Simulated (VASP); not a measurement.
Band structure of CaSe (rock salt). Level of theory: PBE GGA, VASP's PBE PAW potentials (set 64) (plane waves; VASP 6.6.1).

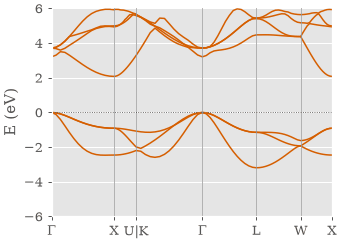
Figure. Bands along high-symmetry lines, zero at the valence-band maximum or, without a gap, the Fermi level

Q: Read the plot: is there a gap, and where are the band edges?

A: The gap is indirect, 2.08 eV, from the valence maximum at Γ to the conduction minimum at X. (Edges off the drawn lines would not show.)

Measured: gap 3.85 eV (computed value off by -1.77 eV), as given by Abedi et al., (2022), arXiv:2211.14644.

The compound is CaSe in the rock salt structure. It was relaxed first.
